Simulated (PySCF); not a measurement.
**C2H9NSSi: electronic excitations and core binding energies**

Aim: predict the electronic excitations and core binding energies of C2H9NSSi (`CCN[SiH2]S`).

Programs: PySCF 2.14.0, with density-fitted response routines of our own. Each step states its level of theory. These are calculated values for one molecule in the gas phase, unless marked as measured. Atoms count from 0, in the outputs and in this text.

**1. The molecule as given**

14 atoms, charge 0, multiplicity 1; geometry from: GFN2-xTB.

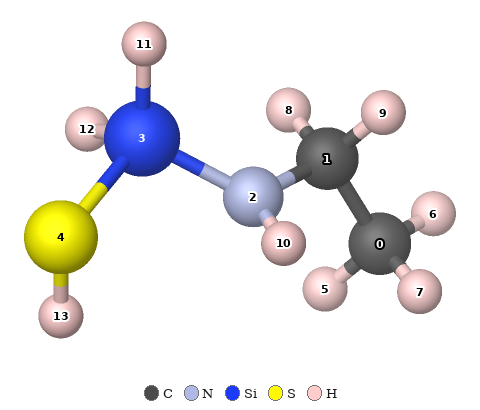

The starting geometry (carbon dark grey, nitrogen light blue, silicon blue, sulfur yellow, hydrogen pink), atoms numbered.

**2. Excited states and response: CAM-B3LYP/def2-SVPD**

The job: settings as JSON, then the geometry in Å.

```
{"job": {"kind": "uv", "xc": "CAM-B3LYP", "basis": "def2-SVPD", "nstates": 8, "ntriplets": 3}, "charge": 0, "multiplicity": 1}
C     -1.678425    -0.742426    -1.097159
C     -1.036034    -0.446659     0.252694
N      0.093298     0.442049     0.106434
Si     1.506113     0.345980     1.058767
S      2.857520     1.815446     0.262443
H     -0.945826    -1.177840    -1.772081
H     -2.503565    -1.439144    -0.975955
H     -2.059400     0.173568    -1.544072
H     -0.670056    -1.370723     0.703675
H     -1.786891    -0.019617     0.931697
H     -0.166806     1.321071    -0.318557
H      1.416511     0.706966     2.471026
H      2.082253    -0.981085     0.869804
H      2.890629     1.337096    -0.970884
```

With the program's defaults for keys left out, this is: TDDFT CAM-B3LYP/def2-SVPD, vertical, gas phase, core orbitals frozen in the response.

The run is started by

```console
> OMP_NUM_THREADS=1 python probes_run.py task.json out
```

This one command runs all jobs of the session in turn.

What it wrote:

```text
coarse grid: 12064 points
cycle   1  E = -823.6104922479  dE =  3.632e-01  |g| = 4.024e-01  |ddm| = 4.836e+00
cycle   2  E = -823.6204772458  dE = -9.985e-03  |g| = 3.886e-01  |ddm| = 1.120e+00
cycle   3  E = -823.6538720996  dE = -3.339e-02  |g| = 5.435e-02  |ddm| = 4.810e-01
cycle   4  E = -823.6544763182  dE = -6.042e-04  |g| = 2.363e-02  |ddm| = 9.826e-02
cycle   5  E = -823.6546265906  dE = -1.503e-04  |g| = 3.247e-03  |ddm| = 3.940e-02
cycle   6  E = -823.6546297592  dE = -3.169e-06  |g| = 9.385e-04  |ddm| = 7.788e-03
final grid: 105432 points
cycle   7  E = -823.7487012726  dE = -2.177e-05  |g| = 3.235e-03  |ddm| = 5.670e-02
cycle   8  E = -823.7487015894  dE = -3.168e-07  |g| = 3.145e-03  |ddm| = 1.129e-02
cycle   9  E = -823.7487040162  dE = -2.427e-06  |g| = 2.917e-04  |ddm| = 3.692e-03
cycle  10  E = -823.7487040310  dE = -1.488e-08  |g| = 1.681e-04  |ddm| = 6.306e-04
cycle  11  E = -823.7487040374  dE = -6.406e-09  |g| = 1.653e-05  |ddm| = 2.874e-04
cycle  12  E = -823.7487040376  dE = -1.105e-10  |g| = 5.974e-06  |ddm| = 5.122e-05
converged SCF energy = -823.7487040376

Static polarisability (au): isotropic 81.107, principal 69.343 77.026 96.951

Singlet excitations
state   eV       nm        f      main configurations
  1   6.1539    201.5   0.01489   H->L+1 0.70, H->L 0.16
  2   6.2090    199.7   0.02110   H-1->L 0.63, H-1->L+2 0.08
  3   6.4430    192.4   0.00230   H->L 0.62, H->L+1 0.12
  4   6.6100    187.6   0.02275   H-1->L+1 0.28, H-1->L 0.27, H-1->L+5 0.14
  5   7.1794    172.7   0.01683   H->L+2 0.54, H->L+6 0.26
  6   7.3152    169.5   0.01415   H-1->L+1 0.26, H->L+6 0.19, H->L+2 0.13
  7   7.3848    167.9   0.02817   H->L+6 0.37, H-1->L+6 0.11, H-1->L+1 0.09
  8   7.6265    162.6   0.02173   H->L+3 0.34, H-1->L+4 0.15, H-1->L+2 0.14

Triplet excitations (Tamm-Dancoff, eV): 5.7918 5.9281 6.2237
```

It took 49 s on 1 thread of Arm Neoverse N1, shared host; peak memory 0.77 GiB.

Frontier orbitals and where they lie:

```csv
orbital,eV,atoms
HOMO−3,-11.34,"Si3 17 %, C1 15 %, H11 15 %"
HOMO−2,-10.28,"S4 62 %, Si3 17 %, H12 6 %"
HOMO−1,-8.66,"S4 75 %, Si3 9 %, H13 7 %"
HOMO,-8.38,"N2 54 %, Si3 10 %, C1 10 %"
LUMO,0.99,"S4 44 %, Si3 19 %, H13 14 %"
LUMO+1,1.09,"Si3 20 %, S4 13 %, C1 12 %"
LUMO+2,1.62,"S4 34 %, Si3 17 %, H12 8 %"
```

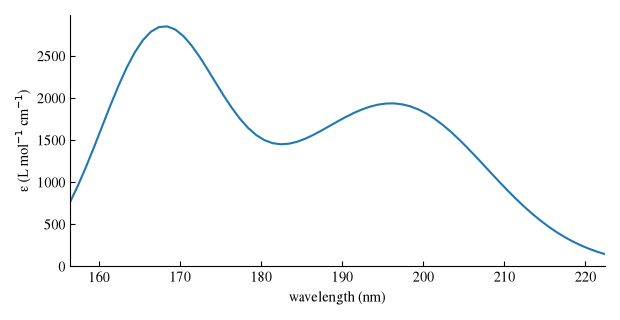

Absorption spectrum: each of the 8 states is a Gaussian band of 0.4 eV half-width at 1/e. Beyond the last state computed it falls off for lack of states.

Ground-state properties from the same run:

```csv
property,computed
dipole moment (D),2.31
polarisability (Å³),12.02
HOMO–LUMO gap (eV),9.37
−ε(HOMO) (eV),8.38
```

**3. Core-electron binding energies: SCAN, X2C**

Settings changed since step 2:

```diff
@@ -1,2 +1,2 @@
-{"job": {"kind": "uv", "xc": "CAM-B3LYP", "basis": "def2-SVPD", "nstates": 8, "ntriplets": 3}, "charge": 0, "multiplicity": 1}
+{"job": {"kind": "xps"}, "charge": 0, "multiplicity": 1}
 C     -1.678425    -0.742426    -1.097159
```

Method: delta-SCF UKS SCAN, pcX-2 on the ionised atom, pcseg-1 elsewhere, spin-free X2C.

What it wrote:

```text
ground state, core basis on atom 0 (C), 154 functions
  cycle   1  E = -825.52120006  |g| = 5.41e-01
  cycle   2  E = -825.43766407  |g| = 7.90e-01
  cycle   3  E = -825.59391830  |g| = 1.00e-01
  cycle   4  E = -825.59619051  |g| = 4.09e-02
  cycle   5  E = -825.59660355  |g| = 8.39e-03
  cycle   6  E = -825.59662163  |g| = 2.67e-03
  cycle   7  E = -825.59662362  |g| = 7.53e-04
  cycle   8  E = -825.59662284  |g| = 2.09e-04
  E(ground) = -825.65062558 Eh
hole in C 1s of atom 0
  cycle   1  E = -814.35893166  |g| = 1.50e+00
  cycle   2  E = -811.87147947  |g| = 2.21e+00
  cycle   3  E = -814.68567690  |g| = 5.85e-01
  cycle   4  E = -814.88614210  |g| = 2.28e-01
  cycle   5  E = -814.91099576  |g| = 9.55e-02
  cycle   6  E = -814.91544163  |g| = 2.69e-02
  cycle   7  E = -814.91582022  |g| = 1.25e-02
  cycle   8  E = -814.91588657  |g| = 4.19e-03
  cycle   9  E = -814.91589841  |g| = 1.11e-03
  cycle  10  E = -814.91589738  |g| = 4.92e-04
  E(ion) = -814.96876346 Eh   <S^2> = 0.7664   hole on atom = 1.000   binding energy = 290.668 eV
ground state, core basis on atom 1 (C), 154 functions
  cycle   1  E = -825.59808402  |g| = 5.90e-02
  cycle   2  E = -825.59803267  |g| = 2.52e-02
  cycle   3  E = -825.59809134  |g| = 2.02e-02
  cycle   4  E = -825.59818910  |g| = 1.74e-03
  cycle   5  E = -825.59819177  |g| = 5.84e-04
  cycle   6  E = -825.59819138  |g| = 5.20e-05
  E(ground) = -825.65195583 Eh
hole in C 1s of atom 1
  cycle   1  E = -814.31852820  |g| = 1.51e+00
  cycle   2  E = -811.65200789  |g| = 2.57e+00
  cycle   3  E = -814.61582860  |g| = 6.69e-01
  cycle   4  E = -814.81165761  |g| = 3.91e-01
  cycle   5  E = -814.87481539  |g| = 1.23e-01
  cycle   6  E = -814.88083069  |g| = 3.24e-02
  cycle   7  E = -814.88136579  |g| = 1.03e-02
  cycle   8  E = -814.88143770  |g| = 4.17e-03
  cycle   9  E = -814.88145145  |g| = 1.77e-03
  cycle  10  E = -814.88145548  |g| = 8.70e-04
  cycle  11  E = -814.88145601  |g| = 3.33e-04
  E(ion) = -814.93374756 Eh   <S^2> = 0.7707   hole on atom = 1.000   binding energy = 291.657 eV
ground state, core basis on atom 2 (N), 154 functions
  cycle   1  E = -825.61164727  |g| = 7.44e-02
  cycle   2  E = -825.61160319  |g| = 2.52e-02
  cycle   3  E = -825.61158778  |g| = 2.72e-02
  cycle   4  E = -825.61174228  |g| = 4.14e-03
  cycle   5  E = -825.61174784  |g| = 5.82e-04
  cycle   6  E = -825.61174577  |g| = 9.84e-05
  E(ground) = -825.66398615 Eh
hole in N 1s of atom 2
  cycle   1  E = -810.03937553  |g| = 1.87e+00
  cycle   2  E = -808.92097347  |g| = 2.29e+00
  cycle   3  E = -810.63455096  |g| = 4.84e-01
  cycle   4  E = -810.69857239  |g| = 2.78e-01
  cycle   5  E = -810.74925902  |g| = 7.30e-02
  cycle   6  E = -810.75220564  |g| = 1.16e-02
  cycle   7  E = -810.75228636  |g| = 5.34e-03
  cycle   8  E = -810.75230462  |g| = 1.45e-03
  cycle   9  E = -810.75230715  |g| = 6.39e-04
  cycle  10  E = -810.75230689  |g| = 2.13e-04
  E(ion) = -810.80292159 Eh   <S^2> = 0.7652   hole on atom = 1.000   binding energy = 404.390 eV
ground state, core basis on atom 3 (Si), 165 functions
  cycle   1  E = -825.69675055  |g| = 2.88e-01
  cycle   2  E = -825.69672716  |g| = 4.72e-02
  cycle   3  E = -825.69656183  |g| = 4.54e-02
  cycle   4  E = -825.69700726  |g| = 1.06e-02
  cycle   5  E = -825.69703513  |g| = 2.03e-03
  cycle   6  E = -825.69703680  |g| = 2.41e-04
  E(ground) = -825.70942904 Eh
hole in Si 1s of atom 3
  cycle   1  E = -756.75308255  |g| = 4.35e+00
  cycle   2  E = -756.51875400  |g| = 2.29e+00
  cycle   3  E = -757.14833294  |g| = 9.82e-01
  cycle   4  E = -757.74025114  |g| = 3.33e-01
  cycle   5  E = -757.80948585  |g| = 6.85e-02
  cycle   6  E = -757.81199431  |g| = 2.50e-02
  cycle   7  E = -757.81237126  |g| = 8.06e-03
  cycle   8  E = -757.81240375  |g| = 3.30e-03
  cycle   9  E = -757.81240855  |g| = 1.36e-03
  cycle  10  E = -757.81240943  |g| = 3.38e-04
  E(ion) = -757.83344488 Eh   <S^2> = 0.7522   hole on atom = 1.000   binding energy = 1847.000 eV
hole in Si 2p of atom 3
  cycle   1  E = -821.41226255  |g| = 1.24e+00
  cycle   2  E = -821.04336557  |g| = 1.29e+00
  cycle   3  E = -821.63061286  |g| = 3.97e-01
  cycle   4  E = -821.73342714  |g| = 9.87e-02
  cycle   5  E = -821.73915467  |g| = 2.93e-02
  cycle   6  E = -821.73960852  |g| = 1.13e-02
  cycle   7  E = -821.73965557  |g| = 5.34e-03
  cycle   8  E = -821.73966870  |g| = 1.44e-03
  cycle   9  E = -821.73966989  |g| = 3.15e-04
  E(ion) = -821.76384725 Eh   <S^2> = 0.7525   hole on atom = 1.003   binding energy = 107.365 eV
  2p3/2 = 107.114 eV   2p1/2 = 107.739 eV
ground state, core basis on atom 4 (S), 165 functions
  cycle   1  E = -825.74263044  |g| = 4.06e-01
  cycle   2  E = -825.74261123  |g| = 4.15e-02
  cycle   3  E = -825.74234794  |g| = 5.03e-02
  cycle   4  E = -825.74310558  |g| = 5.11e-03
  cycle   5  E = -825.74310806  |g| = 1.26e-03
  cycle   6  E = -825.74310822  |g| = 2.35e-04
  E(ground) = -825.78298174 Eh
hole in S 1s of atom 4
  cycle   1  E = -733.51764566  |g| = 5.08e+00
  cycle   2  E = -732.31508541  |g| = 2.48e+00
  cycle   3  E = -725.21386607  |g| = 3.10e+00
  cycle   4  E = -734.67417987  |g| = 3.44e-01
  cycle   5  E = -734.70851317  |g| = 2.11e-01
  cycle   6  E = -734.72875362  |g| = 5.89e-02
  cycle   7  E = -734.73029970  |g| = 2.27e-02
  cycle   8  E = -734.73049745  |g| = 9.32e-03
  cycle   9  E = -734.73053971  |g| = 1.88e-03
  cycle  10  E = -734.73054250  |g| = 6.35e-04
  cycle  11  E = -734.73054263  |g| = 1.44e-04
  E(ion) = -734.76153852 Eh   <S^2> = 0.7513   hole on atom = 1.000   binding energy = 2476.820 eV
hole in S 2p of atom 4
  cycle   1  E = -819.07531726  |g| = 1.52e+00
  cycle   2  E = -817.53995798  |g| = 1.69e+00
  cycle   3  E = -818.99905248  |g| = 9.48e-01
  cycle   4  E = -819.48201567  |g| = 1.99e-01
  cycle   5  E = -819.50774219  |g| = 1.16e-01
  cycle   6  E = -819.51343248  |g| = 3.71e-02
  cycle   7  E = -819.51404640  |g| = 1.08e-02
  cycle   8  E = -819.51410704  |g| = 2.23e-03
  cycle   9  E = -819.51411147  |g| = 6.38e-04
  cycle  10  E = -819.51411140  |g| = 2.82e-04
  E(ion) = -819.56057501 Eh   <S^2> = 0.7529   hole on atom = 1.001   binding energy = 169.320 eV
  2p3/2 = 169.053 eV   2p1/2 = 170.297 eV
```

It took 2.4 min on 1 thread of Arm Neoverse N1, shared host; peak memory 0.68 GiB.

The holes in one table. −ε is the ground-state orbital energy:

```csv
hole,stands for,environment,ΔSCF (eV; 2p as the shell's mean),−ε (eV),⟨S²⟩
C1s on C0,C0,methyl carbon,290.67,273.4,0.766
C1s on C1,C1,sp3 CH2 bonded to N,291.66,274.6,0.771
N1s on N2,N2,"nitrogen bonded to C, Si, H",404.39,385.6,0.765
Si1s on Si3,Si3,"silicon bonded to N, S, 2 H",1847.00,1793.9,0.752
Si2p on Si3,Si3,"silicon bonded to N, S, 2 H",107.32,96.6,0.752
S1s on S4,S4,"sulfur bonded to Si, H",2476.82,2414.6,0.751
S2p on S4,S4,"sulfur bonded to Si, H",169.47,157.7,0.753
```

With the spin-orbit splitting: Si3 2p3/2 107.11, 2p1/2 107.74 eV; S4 2p3/2 169.05, 2p1/2 170.30 eV. The table gives each 2p level as the mean over the whole 2p shell (two parts 2p3/2, one part 2p1/2), which differs a little from the single hole in the log.

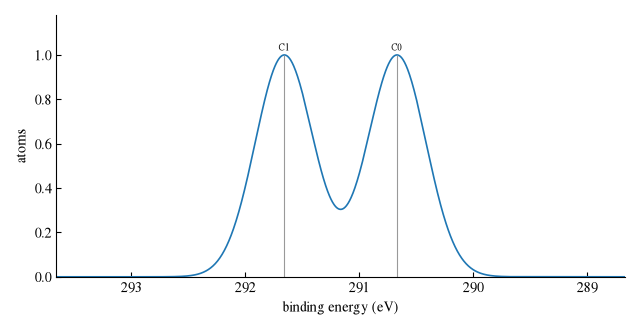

The C1s photoelectron lines, weighted by the number of atoms. Lines are broadened to a width of 0.60 eV (Gaussian).

**4. Results**

```
                                quantity                        value
    lowest singlet (CAM-B3LYP/def2-SVPD)  6.15 eV (201 nm), f = 0.015
brightest single state of those computed  state 7, 7.38 eV, f = 0.028
                          lowest triplet                      5.79 eV
        C1s binding energies, SCAN/pcX-2      C1 291.66, C0 290.67 eV
        N1s binding energies, SCAN/pcX-2                 N2 404.39 eV
       Si1s binding energies, SCAN/pcX-2               Si3 1847.00 eV
       Si2p binding energies, SCAN/pcX-2                Si3 107.32 eV
        S1s binding energies, SCAN/pcX-2                S4 2476.82 eV
        S2p binding energies, SCAN/pcX-2                 S4 169.47 eV
```

What this shows: The first singlet state (HOMO→LUMO+1 0.70, HOMO→LUMO 0.16) lies at 6.15 eV and is weak; of the 8 states computed, the strongest absorption comes from state 7 at 7.38 eV. The lowest triplet lies 0.36 eV below the lowest singlet (triplets in Tamm-Dancoff, singlets in full TDDFT). The C1s levels kept as sound span 0.99 eV, from C0 (methyl carbon) up to C1 (sp3 CH2 bonded to N).
